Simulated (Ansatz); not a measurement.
# Zn (P6_3/mmc): the Drude term of Re ε in the infrared

Re ε of Zn (P6_3/mmc) along x at low photon energies is read from one computed spectrum; the carriers' damping was typed as γ = 0.05 eV. x, y and z are the Cartesian axes of the input cell.

It takes space group P6_3/mmc (No. 194, hexagonal). The conventional cell has a = 2.670 Å, b = 2.670 Å, c = 4.966 Å, α = 90.00°, β = 90.00°, γ = 120.00°. Zn on site c has 12 Zn at 2.67 to 2.92 Å as nearest neighbours.

Method: Ansatz 0.2.0, PBEsol, independent particles, k-mesh 18×18×8 with interpolation inside its cells, Gaussian parameter 0.1 eV.

Launch of the response step: `ansatz run input.yaml --threads 4 --pin off --max-ram 8192MiB --backend cpu --events-out ev --progress --plain --runs-dir out`. The run took 3.3 min, on 4 threads of AMD EPYC (Zen 3), with other jobs on the host.

```
photon energy E (eV)  wavelength (µm)    Re ε
                0.25             4.96       ?
                0.30             4.13  -760.7
                0.35             3.54  -551.7
                0.40             3.10  -414.2
                0.50             2.48  -250.3
                0.60             2.07  -159.3
                0.70             1.77  -102.3
```

A Drude term over a constant background gives Re ε = ε_b − ωp²/(E² + γ²), linear in 1/(E² + γ²).

Working, on the rows shown:

| x = 1/(E² + γ²) (eV⁻²) | y = Re ε |
| --- | --- |
| 10.8108 | -760.7 |
| 8 | -551.7 |
| 6.15385 | -414.2 |
| 3.9604 | -250.3 |
| 2.75862 | -159.3 |
| 2.03046 | -102.3 |

Means: x̄ = 5.619, ȳ = -373.08. Σ(x − x̄)(y − ȳ) = -4247, Σ(x − x̄)² = 56.72. Slope = -4247 / 56.72 = -74.87; intercept = ȳ − slope · x̄ = 47.604. The line misses the rows shown by at most 2.1.

Q: What does the fit predict for the withheld row, and how well does it do?

A: At x = 15.385 the line gives y = -1104.2. The run gave -1099.1, so the extrapolation is off by 5.1, 0.5 % of the range in the table.

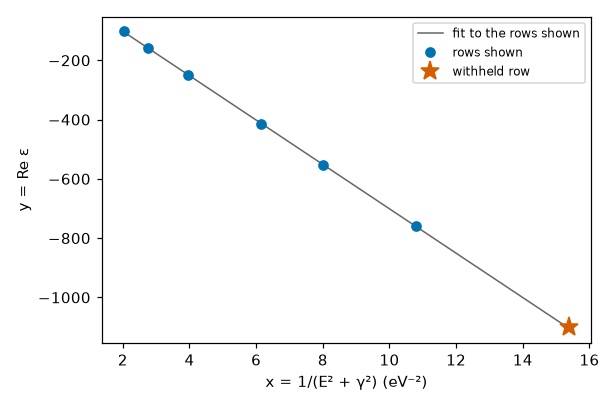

Refitted with all rows, the slope is -74.56 and the intercept 46.165. These give ωp = √(−slope) = 8.63 eV, against 8.49 eV from the program's Fermi-surface sum, and an intercept of 46.2. Taking the program's Drude term off the rows leaves 9 at the lowest energy and 44 at the highest, so the background isn't constant: interband transitions lie in or near the window, and neither fitted number can be trusted. The cell comes from an older database entry, whose edges can be off by a per cent or so. The values come from a sum over the points of one k-mesh and carry its error, which is largest for Fermi-surface quantities.

[Logs are printed without paths, hosts, clocks, repeated set-up lines and the standing remarks that a program may print on its own settings, such as how far it seeks lower states.]
